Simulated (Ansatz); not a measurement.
**C$_{3}$H$_{11}$GaO: molecular dynamics (part 1 of 3)**

- system: C$_{3}$H$_{11}$GaO, SMILES C[OH+][GaH-]([CH3])[CH3]
- method: RKS revPBE-d4/6-31G* (Ansatz 0.2.0)

The geometry comes from this level: PBE0-D4/def2-TZVP. Figures and captions count atoms from 1; the log counts them from 0 in places.

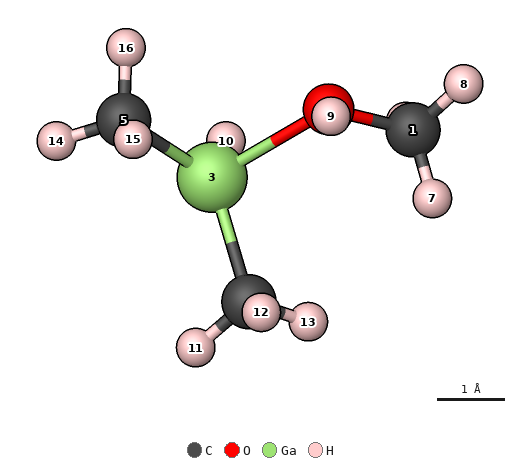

Fig. 1: The structure as given in the input (ball-and-stick view, seen at a tilt; atoms are numbered from 1 in the order of the input). Sticks mark near contacts. Bond lengths as drawn: C–Ga 1.98 to 1.99 Å, C–H 1.09 Å, C–O 1.43 Å, Ga–H 1.59 Å, Ga–O 2.19 Å and H–O 0.96 Å.

The input:
```yaml
crystal:
  periodic: [false, false, false]
  atoms:
    - {symbol: C, position_ang: [-0.163840, 0.696257, -2.210612]}
    - {symbol: O, position_ang: [0.054963, 1.088878, -0.857365]}
    - {symbol: Ga, position_ang: [-0.638938, -0.267022, 0.710954]}
    - {symbol: C, position_ang: [0.447434, -1.858654, 0.213942]}
    - {symbol: C, position_ang: [-0.038161, 0.843209, 2.240804]}
    - {symbol: H, position_ang: [-1.220591, 0.448314, -2.290496]}
    - {symbol: H, position_ang: [0.431757, -0.181930, -2.470500]}
    - {symbol: H, position_ang: [0.067254, 1.522511, -2.885979]}
    - {symbol: H, position_ang: [0.981311, 1.311485, -0.726552]}
    - {symbol: H, position_ang: [-2.156241, -0.231065, 0.253877]}
    - {symbol: H, position_ang: [0.285526, -2.658252, 0.943429]}
    - {symbol: H, position_ang: [1.519598, -1.639930, 0.217132]}
    - {symbol: H, position_ang: [0.180326, -2.262788, -0.765771]}
    - {symbol: H, position_ang: [-0.356024, 0.386105, 3.182599]}
    - {symbol: H, position_ang: [1.051200, 0.933546, 2.283220]}
    - {symbol: H, position_ang: [-0.468574, 1.846636, 2.205414]}
basis:
  gaussian: {orbitals: "6-31G*"}
hamiltonian: {xc: {name: revPBE}, dispersion: d4}
md: {timestep: 0.5 fs, n_steps: 50, ensemble: nvt_nose_hoover, temperature: 500, initial_velocities: maxwell_boltzmann, seed: 577}
```

Hardware: 4 threads of Arm Neoverse V2, 23 GiB of memory available, shared host.

Launched with:
```bash
ansatz run in.yaml --threads 4 --pin off --events-out ev --progress --plain --max-ram 11315MiB
```

Log:
```
Functional definition: revPBE
  name "revPBE"
  cite "Zhang & Yang, Phys. Rev. Lett. 80, 890 (1998) doi:10.1103/PhysRevLett.80.890"
  cite "Perdew, Burke & Ernzerhof, Phys. Rev. Lett. 77, 3865 (1996) doi:10.1103/PhysRevLett.77.3865"
  parameter kappa = 1.245
  parameter beta = 0.06672455060314922
  exchange = pbe_x(kappa = kappa, mu = beta*pi^2/3)
  correlation = pbe_c(beta = beta)
1528 factors; their error is unknown
mean field evaluation 1: about -57686.3894 eV, gradient 8.6e1 eV
mean field evaluation 2: about -57665.0197 eV, gradient 1.3e2 eV
mean field evaluation 4: about -57702.1214 eV, gradient 8.3e0 eV
mean field evaluation 8: about -57702.2535 eV, gradient 1.4e-1 eV
mean field evaluation 16: about -57702.1864 eV, gradient 7.8e-4 eV
mean field -57702.18637519 eV, -2120.5162373414 hartree, gradient 2.6e-5 eV, S^2 0.000000; 0 other end points of the search recorded, 0 dependent functions left out
the calculation of the forces begins
reference -57702.18643152 eV, -2120.5162394115 hartree; 34, 34 occupied and 83, 83 virtual orbitals, 1528 factors
md step     0: t =     0.00 fs  T =   500.0 K  F+E_penalty+E_count = -57703.09497104 eV  E_kin = 0.904820 eV  conserved = -57702.19015105 eV  (29 SCF iters)
these checks for a lower state are left out or cut short: starts, cluster_reference, orbital_swaps, neighbouring_geometries, increment
1528 factors; their error is unknown
mean field -57702.15087702 eV, -2120.5149328079 hartree, gradient 2.6e-5 eV, S^2 0.000000; 0 other end points of the search recorded, 0 dependent functions left out
the calculation of the forces begins
reference -57702.15093325 eV, -2120.5149348743 hartree; 34, 34 occupied and 83, 83 virtual orbitals, 1528 factors
md step     1: t =     0.50 fs  T =   481.0 K  F+E_penalty+E_count = -57703.06007914 eV  E_kin = 0.870424 eV  conserved = -57702.18965493 eV  (29 SCF iters, 3 dispersion substeps)
[... from here on the SCF iterations and repeated set-up lines of each step are left out, up to the last step ...]
md step     2: t =     1.00 fs  T =   442.8 K  F+E_penalty+E_count = -57702.98970179 eV  E_kin = 0.801244 eV  conserved = -57702.18846008 eV  (28 SCF iters, 3 dispersion substeps)
md step     3: t =     1.50 fs  T =   395.4 K  F+E_penalty+E_count = -57702.90259778 eV  E_kin = 0.715585 eV  conserved = -57702.18702129 eV  (29 SCF iters, 3 dispersion substeps)
md step     4: t =     2.00 fs  T =   351.0 K  F+E_penalty+E_count = -57702.82110112 eV  E_kin = 0.635183 eV  conserved = -57702.18593914 eV  (29 SCF iters, 3 dispersion substeps)
md step     5: t =     2.50 fs  T =   318.6 K  F+E_penalty+E_count = -57702.76205468 eV  E_kin = 0.576472 eV  conserved = -57702.18562340 eV  (30 SCF iters, 3 dispersion substeps)
md step     6: t =     3.00 fs  T =   301.0 K  F+E_penalty+E_count = -57702.73062178 eV  E_kin = 0.544636 eV  conserved = -57702.18605579 eV  (29 SCF iters, 3 dispersion substeps)
md step     7: t =     3.50 fs  T =   294.9 K  F+E_penalty+E_count = -57702.72041174 eV  E_kin = 0.533661 eV  conserved = -57702.18685843 eV  (31 SCF iters, 3 dispersion substeps)
md step     8: t =     4.00 fs  T =   293.7 K  F+E_penalty+E_count = -57702.71899546 eV  E_kin = 0.531565 eV  conserved = -57702.18758752 eV  (31 SCF iters, 3 dispersion substeps)
md step     9: t =     4.50 fs  T =   291.1 K  F+E_penalty+E_count = -57702.71462208 eV  E_kin = 0.526856 eV  conserved = -57702.18798251 eV  (30 SCF iters, 3 dispersion substeps)
md step    10: t =     5.00 fs  T =   283.3 K  F+E_penalty+E_count = -57702.70042735 eV  E_kin = 0.512700 eV  conserved = -57702.18801295 eV  (29 SCF iters, 3 dispersion substeps)
md step    11: t =     5.50 fs  T =   269.6 K  F+E_penalty+E_count = -57702.67523848 eV  E_kin = 0.487821 eV  conserved = -57702.18777996 eV  (29 SCF iters, 3 dispersion substeps)
md step    12: t =     6.00 fs  T =   251.6 K  F+E_penalty+E_count = -57702.64229463 eV  E_kin = 0.455348 eV  conserved = -57702.18739295 eV  (28 SCF iters, 3 dispersion substeps)
md step    13: t =     6.50 fs  T =   232.8 K  F+E_penalty+E_count = -57702.60763714 eV  E_kin = 0.421259 eV  conserved = -57702.18691368 eV  (30 SCF iters, 3 dispersion substeps)
md step    14: t =     7.00 fs  T =   217.3 K  F+E_penalty+E_count = -57702.57906068 eV  E_kin = 0.393316 eV  conserved = -57702.18637359 eV  (31 SCF iters, 3 dispersion substeps)
md step    15: t =     7.50 fs  T =   210.1 K  F+E_penalty+E_count = -57702.56539998 eV  E_kin = 0.380286 eV  conserved = -57702.18584250 eV  (30 SCF iters, 3 dispersion substeps)
md step    16: t =     8.00 fs  T =   215.8 K  F+E_penalty+E_count = -57702.57521161 eV  E_kin = 0.390570 eV  conserved = -57702.18548113 eV  (30 SCF iters, 3 dispersion substeps)
md step    17: t =     8.50 fs  T =   237.4 K  F+E_penalty+E_count = -57702.61413850 eV  E_kin = 0.429590 eV  conserved = -57702.18551693 eV  (31 SCF iters, 3 dispersion substeps)
md step    18: t =     9.00 fs  T =   274.3 K  F+E_penalty+E_count = -57702.68144207 eV  E_kin = 0.496458 eV  conserved = -57702.18611133 eV  (30 SCF iters, 3 dispersion substeps)
md step    19: t =     9.50 fs  T =   321.5 K  F+E_penalty+E_count = -57702.76768062 eV  E_kin = 0.581799 eV  conserved = -57702.18720535 eV  (30 SCF iters, 3 dispersion substeps)
md step    20: t =    10.00 fs  T =   369.6 K  F+E_penalty+E_count = -57702.85577165 eV  E_kin = 0.668857 eV  conserved = -57702.18847755 eV  (28 SCF iters, 3 dispersion substeps)
md step    21: t =    10.50 fs  T =   408.0 K  F+E_penalty+E_count = -57702.92596642 eV  E_kin = 0.738330 eV  conserved = -57702.18947787 eV  (29 SCF iters, 3 dispersion substeps)
md step    22: t =    11.00 fs  T =   428.3 K  F+E_penalty+E_count = -57702.96275729 eV  E_kin = 0.775073 eV  conserved = -57702.18983235 eV  (29 SCF iters, 3 dispersion substeps)
md step    23: t =    11.50 fs  T =   427.5 K  F+E_penalty+E_count = -57702.96059631 eV  E_kin = 0.773659 eV  conserved = -57702.18940491 eV  (29 SCF iters, 3 dispersion substeps)
md step    24: t =    12.00 fs  T =   409.1 K  F+E_penalty+E_count = -57702.92597282 eV  E_kin = 0.740406 eV  conserved = -57702.18835242 eV  (29 SCF iters, 3 dispersion substeps)
md step    25: t =    12.50 fs  T =   381.8 K  F+E_penalty+E_count = -57702.87494502 eV  E_kin = 0.690952 eV  conserved = -57702.18708675 eV  (30 SCF iters, 3 dispersion substeps)
md step    26: t =    13.00 fs  T =   355.9 K  F+E_penalty+E_count = -57702.82680185 eV  E_kin = 0.644068 eV  conserved = -57702.18612207 eV  (30 SCF iters, 3 dispersion substeps)
md step    27: t =    13.50 fs  T =   339.3 K  F+E_penalty+E_count = -57702.79624015 eV  E_kin = 0.614078 eV  conserved = -57702.18583760 eV  (31 SCF iters, 3 dispersion substeps)
md step    28: t =    14.00 fs  T =   334.5 K  F+E_penalty+E_count = -57702.78764049 eV  E_kin = 0.605330 eV  conserved = -57702.18627379 eV  (31 SCF iters, 3 dispersion substeps)
md step    29: t =    14.50 fs  T =   337.9 K  F+E_penalty+E_count = -57702.79441151 eV  E_kin = 0.611550 eV  conserved = -57702.18712266 eV  (31 SCF iters, 3 dispersion substeps)
md step    30: t =    15.00 fs  T =   342.7 K  F+E_penalty+E_count = -57702.80352364 eV  E_kin = 0.620162 eV  conserved = -57702.18793478 eV  (30 SCF iters, 3 dispersion substeps)
md step    31: t =    15.50 fs  T =   341.9 K  F+E_penalty+E_count = -57702.80224548 eV  E_kin = 0.618766 eV  conserved = -57702.18837621 eV  (30 SCF iters, 3 dispersion substeps)
md step    32: t =    16.00 fs  T =   331.7 K  F+E_penalty+E_count = -57702.78331925 eV  E_kin = 0.600191 eV  conserved = -57702.18835340 eV  (31 SCF iters, 3 dispersion substeps)
md step    33: t =    16.50 fs  T =   311.8 K  F+E_penalty+E_count = -57702.74661168 eV  E_kin = 0.564184 eV  conserved = -57702.18797645 eV  (30 SCF iters, 3 dispersion substeps)
md step    34: t =    17.00 fs  T =   285.2 K  F+E_penalty+E_count = -57702.69766577 eV  E_kin = 0.516091 eV  conserved = -57702.18743386 eV  (30 SCF iters, 3 dispersion substeps)
md step    35: t =    17.50 fs  T =   256.5 K  F+E_penalty+E_count = -57702.64492641 eV  E_kin = 0.464202 eV  conserved = -57702.18687624 eV  (30 SCF iters, 3 dispersion substeps)
md step    36: t =    18.00 fs  T =   230.7 K  F+E_penalty+E_count = -57702.59738092 eV  E_kin = 0.417437 eV  conserved = -57702.18636954 eV  (31 SCF iters, 3 dispersion substeps)
md step    37: t =    18.50 fs  T =   212.3 K  F+E_penalty+E_count = -57702.56336580 eV  E_kin = 0.384118 eV  conserved = -57702.18593420 eV  (30 SCF iters, 3 dispersion substeps)
md step    38: t =    19.00 fs  T =   205.2 K  F+E_penalty+E_count = -57702.54998242 eV  E_kin = 0.371285 eV  conserved = -57702.18564024 eV  (30 SCF iters, 3 dispersion substeps)
md step    39: t =    19.50 fs  T =   211.9 K  F+E_penalty+E_count = -57702.56184527 eV  E_kin = 0.383411 eV  conserved = -57702.18564472 eV  (30 SCF iters, 3 dispersion substeps)
md step    40: t =    20.00 fs  T =   232.2 K  F+E_penalty+E_count = -57702.59870400 eV  E_kin = 0.420111 eV  conserved = -57702.18609978 eV  (31 SCF iters, 3 dispersion substeps)
md step    41: t =    20.50 fs  T =   262.0 K  F+E_penalty+E_count = -57702.65332510 eV  E_kin = 0.474186 eV  conserved = -57702.18698818 eV  (31 SCF iters, 3 dispersion substeps)
md step    42: t =    21.00 fs  T =   294.1 K  F+E_penalty+E_count = -57702.71196034 eV  E_kin = 0.532157 eV  conserved = -57702.18804962 eV  (31 SCF iters, 3 dispersion substeps)
md step    43: t =    21.50 fs  T =   319.5 K  F+E_penalty+E_count = -57702.75839006 eV  E_kin = 0.578204 eV  conserved = -57702.18888330 eV  (30 SCF iters, 3 dispersion substeps)
md step    44: t =    22.00 fs  T =   331.6 K  F+E_penalty+E_count = -57702.78005272 eV  E_kin = 0.600103 eV  conserved = -57702.18913616 eV  (29 SCF iters, 3 dispersion substeps)
md step    45: t =    22.50 fs  T =   328.5 K  F+E_penalty+E_count = -57702.77342355 eV  E_kin = 0.594454 eV  conserved = -57702.18866299 eV  (29 SCF iters, 3 dispersion substeps)
md step    46: t =    23.00 fs  T =   314.3 K  F+E_penalty+E_count = -57702.74612631 eV  E_kin = 0.568702 eV  conserved = -57702.18762090 eV  (29 SCF iters, 3 dispersion substeps)
md step    47: t =    23.50 fs  T =   297.7 K  F+E_penalty+E_count = -57702.71440246 eV  E_kin = 0.538641 eV  conserved = -57702.18644889 eV  (31 SCF iters, 3 dispersion substeps)
md step    48: t =    24.00 fs  T =   288.4 K  F+E_penalty+E_count = -57702.69633714 eV  E_kin = 0.521812 eV  conserved = -57702.18569364 eV  (29 SCF iters, 3 dispersion substeps)
md step    49: t =    24.50 fs  T =   292.6 K  F+E_penalty+E_count = -57702.70360015 eV  E_kin = 0.529549 eV  conserved = -57702.18570753 eV  (29 SCF iters, 3 dispersion substeps)
these checks for a lower state are left out or cut short: starts, cluster_reference, orbital_swaps, neighbouring_geometries, increment
1528 factors; their error is unknown
mean field -57701.83389488 eV, -2120.5032839292 hartree, gradient 2.6e-5 eV, S^2 0.000000; 0 other end points of the search recorded, 0 dependent functions left out
the calculation of the forces begins
reference -57701.83395001 eV, -2120.5032859552 hartree; 34, 34 occupied and 83, 83 virtual orbitals, 1528 factors
1528 factors; their error is unknown
mean field evaluation 416: about -57701.8880 eV, gradient 2.7e0 eV
mean field -57701.83389488 eV, -2120.5032839292 hartree, gradient 2.6e-5 eV, S^2 0.000000; 1 other end points of the search recorded, 0 dependent functions left out
the calculation of the forces begins
reference -57701.83395001 eV, -2120.5032859552 hartree; 34, 34 occupied and 83, 83 virtual orbitals, 1528 factors
md step    50: t =    25.00 fs  T =   310.5 K  F+E_penalty+E_count = -57702.73614947 eV  E_kin = 0.561894 eV  conserved = -57702.18643122 eV  (30 SCF iters, 3 dispersion substeps)
```

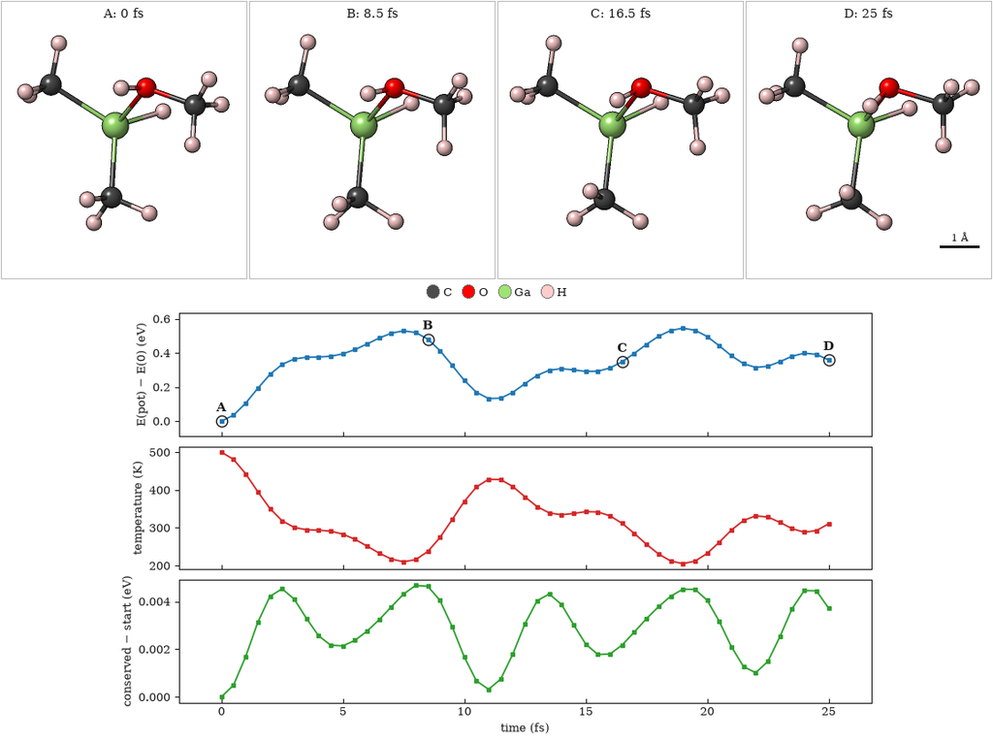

Fig. 2: Frames of the molecular dynamics (ball-and-stick, seen at a tilt) above the curves, on which the letters mark them. The trajectory kept here has 51 frames over 25 fs. The temperature starts at 500 K, ranges from 205 to 500 K and averages 298 K over the second half. The potential energy ends 0.359 eV above its first value. The conserved quantity stays within 0.0047 eV. After an unweighted best fit of the last frame on the first, the root-mean-square displacement is 0.34 Å, and H11 has moved furthest (0.73 Å).

```
Total energy: -57702.73620460 eV, -2120.5364431996 hartree
Atom 0 at    -0.267224     0.709078    -2.232603 Å, force    -1.048722     1.904889     0.413595 eV/Å
Atom 1 at     0.172253     1.114070    -0.865760 Å, force    -0.754448    -0.288011    -0.759925 eV/Å
Atom 2 at    -0.668491    -0.256606     0.694232 Å, force     0.817779    -0.487532     0.237933 eV/Å
Atom 3 at     0.561231    -1.886333     0.273103 Å, force    -0.248186     2.246602     1.477259 eV/Å
Atom 4 at    -0.047783     0.773989     2.294806 Å, force    -0.102052    -0.681751    -0.374511 eV/Å
Atom 5 at    -1.409527     0.879878    -2.356576 Å, force     1.787536    -0.368894     0.481489 eV/Å
Atom 6 at     0.036653    -0.304195    -2.379181 Å, force    -0.074239    -1.217838    -0.367811 eV/Å
Atom 7 at     0.287983     1.378766    -2.918559 Å, force    -0.282934    -0.153695    -0.184071 eV/Å
Atom 8 at     1.114200     0.869025    -0.899574 Å, force     0.386299     0.067792     0.413298 eV/Å
Atom 9 at    -2.142936    -0.128632     0.179403 Å, force    -0.352458    -0.022870    -0.149191 eV/Å
Atom 10 at     0.868725    -2.288609     1.263493 Å, force    -0.113164    -0.283347    -0.563878 eV/Å
Atom 11 at     1.425865    -1.444381    -0.214425 Å, force     0.781829     0.174755    -0.121680 eV/Å
Atom 12 at     0.136370    -2.548458    -0.422508 Å, force    -0.793888    -1.602222    -0.809159 eV/Å
Atom 13 at    -0.489692     0.384139     3.206197 Å, force    -0.220419    -0.508508     0.553734 eV/Å
Atom 14 at     1.031778     0.767994     2.424668 Å, force     0.569716    -0.100878     0.008005 eV/Å
Atom 15 at    -0.370733     1.790637     2.266978 Å, force    -0.352649     1.321506    -0.255087 eV/Å
Dipole moment:     0.367428     0.154143    -0.676181 e Å
```

Trajectory as extended XYZ (Å, eV, eV/Å), 29 of the 51 frames kept, from step=0 to step=50:
```
16
Properties=species:S:1:pos:R:3:forces:R:3 step=0 time_fs=0.0 energy=-57703.09497 temperature=500.0
C    -0.1638    0.6963   -2.2106    0.0519  -0.1267  -0.2545
O     0.0550    1.0889   -0.8574   -0.7465   0.2364   0.4458
Ga   -0.6389   -0.2670    0.7110   -0.0341  -0.1271   0.0873
C     0.4474   -1.8587    0.2139   -0.0923   0.1660   0.0208
C    -0.0382    0.8432    2.2408   -0.0416  -0.0728  -0.1523
H    -1.2206    0.4483   -2.2905   -0.3596  -0.0806   0.0064
H     0.4318   -0.1819   -2.4705    0.2016  -0.3342  -0.1388
H     0.0673    1.5225   -2.8860    0.0857   0.3088  -0.2779
H     0.9813    1.3115   -0.7266    0.8031   0.1235   0.1007
H    -2.1562   -0.2311    0.2539   -0.1862   0.0124  -0.0605
H     0.2855   -2.6583    0.9434   -0.0641  -0.2689   0.2609
H     1.5196   -1.6399    0.2171    0.3700   0.0747  -0.0025
H     0.1803   -2.2628   -0.7658   -0.0968  -0.1262  -0.3464
H    -0.3560    0.3861    3.1826   -0.1180  -0.1706   0.3194
H     1.0512    0.9335    2.2832    0.3805   0.0336   0.0112
H    -0.4686    1.8466    2.2054   -0.1535   0.3518  -0.0196
```
